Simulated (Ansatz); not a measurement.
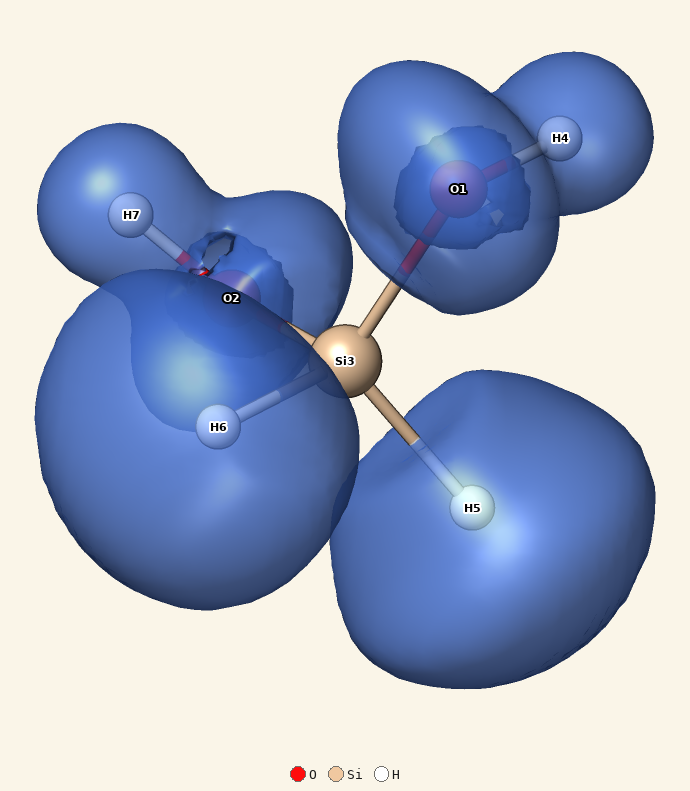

H$_{4}$O$_{2}$Si. Isosurface of the ELF at 0.75 (blue), seen at a tilt. Only the valence region is drawn (cores and ρ < 0.01 e/Å³ removed).

Geometry: PBE0-D3(BJ)/def2-SVP.

All numbers below come from isolated molecule in a Gaussian basis; Kohn-Sham density functional theory, functional PBE0 in Ansatz 0.2.0.

| atom | x (Å) | y (Å) | z (Å) |
| --- | --- | --- | --- |
| O | -0.1417 | -1.4198 | 0.8553 |
| O | 2.0819 | -0.0984 | 1.8495 |
| Si | 1.3749 | -0.8242 | 0.5337 |
| H | -0.1917 | -2.1554 | 1.4730 |
| H | 2.3231 | -1.9101 | 0.1668 |
| H | 1.1556 | 0.1443 | -0.5739 |
| H | 1.6703 | 0.7115 | 2.1654 |

What do the ELF domains correspond to?

The ELF exceeds this value in two regions around hydrogen nuclei and two joined regions spread over several atoms (H, O), in which their bonds and any lone pairs are merged. Profiles from the grid: Si–O (1.66 Å): the ELF peaks at about 0.85 between the atoms; a shared but strongly polarised pair. O–H (0.96 Å): the ELF climbs to about 1 towards the hydrogen, as it does in any bond to H (a covalent bond by its length).
